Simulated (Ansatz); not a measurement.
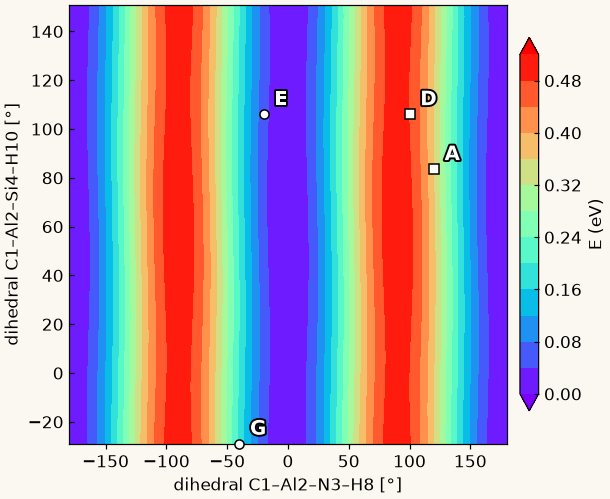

CH8AlNSi, SMILES [CH3][Al]([NH2])[SiH3]. 
- The first coordinate is: dihedral C1–Al2–N3–H8; the second: dihedral C1–Al2–Si4–H10.
- Nothing is relaxed (all other coordinates rigid).
- The scan uses an 18 × 17 grid.
- Points are written as (first, second).
- Energies: eV, counted from the lowest grid point.
- The calculation used Ansatz, RKS PBE0-D4/def2-SVP.

The picture shows filled contours, one colour for all values above the top of the scale, lettered points. Between grid points the surface is interpolated.

Question: What kind of point is each of A, E: minimum, saddle, maximum or slope?

Answer: A: on a slope; E: on a slope. (In these two coordinates alone; a stationary point may lie a little off the grid point.)

Question: Rank the lettered points by energy, lowest first.

Answer: E (0.056 eV), G (0.188 eV), A (0.358 eV), D (0.478 eV).
